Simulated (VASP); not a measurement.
Energy against volume of FeAl (CsCl type). These are MS2 meta-GGA, VASP's PBE PAW potentials (set 64) (plane waves; VASP) values and carry that method's errors.

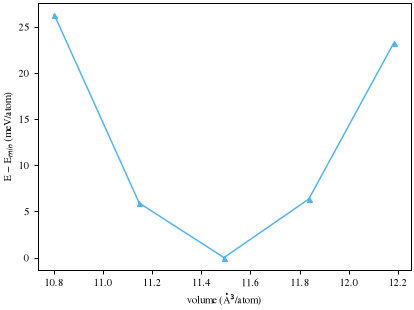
*Energy against volume*

Task: Estimate the equilibrium volume and the bulk modulus.

Result: The minimum lies near 11.5 Å³/atom, and the curvature gives B0 of about 190 GPa.

Measured: bulk modulus 152 GPa (computed value off by +25.7 %), as given by Yamada et al., (2019), arXiv:1910.09660; a 2.910 Å (computed value off by -2.3 %), as given by Yibo Liu et al., IUCrData (2023), doi:10.1107/s2414314623010659. The calculation is for a static lattice, while the measured bulk modulus, a hold thermal and zero-point effects, which are part of the difference.

The compound is FeAl in the CsCl type structure. It was relaxed first, which changed the volume by -7 %. The run is not spin-polarised, so no magnetic state was tried.
